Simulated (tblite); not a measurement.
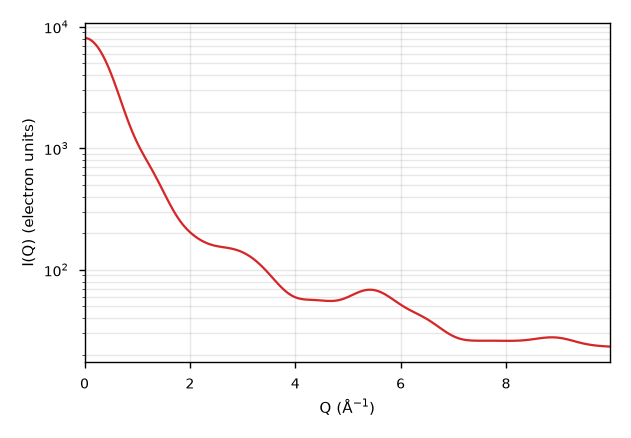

Elastic X-ray scattering of a randomly oriented, rigid molecule, calculated with the Debye equation from neutral-atom form factors (independent atoms, no Compton part, no vibration). The geometry is the end point of an optimisation (GFN2-xTB geometry optimisation, gas phase (tblite 0.8.0)); it may be a saddle point or a higher isomer. It contains C, O, H.

### How many electrons does the independent-atom model of the molecule hold?

I(0) is the square of the electron number: I(0) = 8100, so about 90 electrons, the count of C10H14O2.

### What radius of gyration does the initial fall-off give?

From I(Q) ≈ I(0) exp(−Q²R²/3) at small Q, R ≈ 2.89 Å. It is larger than the electron-weighted radius of the nuclear positions alone (2.79 Å), because each atom's electron cloud adds to it.
